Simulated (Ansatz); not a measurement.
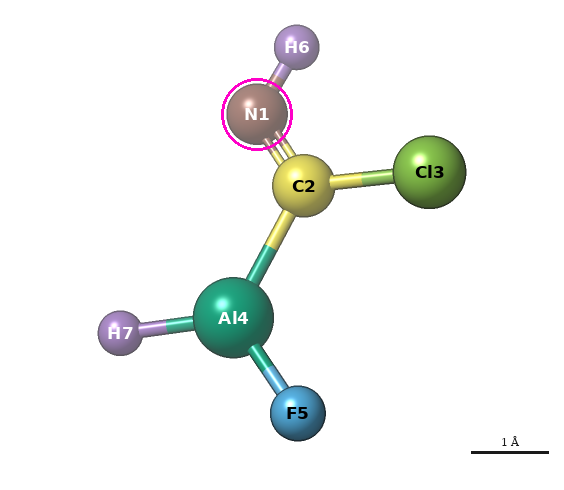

Orthographic view. Distant atoms are faded towards the background colour. The computed structure is the end point of a PBE0-D4/def2-TZVP optimisation.

**Which atoms are bonded to the circled atom?**

The circled atom is N1; it is bonded to C2, H6.

**What is the shortest path along bonds from the circled atom to F5?**

N1–C2–Al4–F5, 3 bonds; through space the two are 4.19 Å apart.

**Which two atoms are farthest apart in space?**

F5 and H6, 5.01 Å.
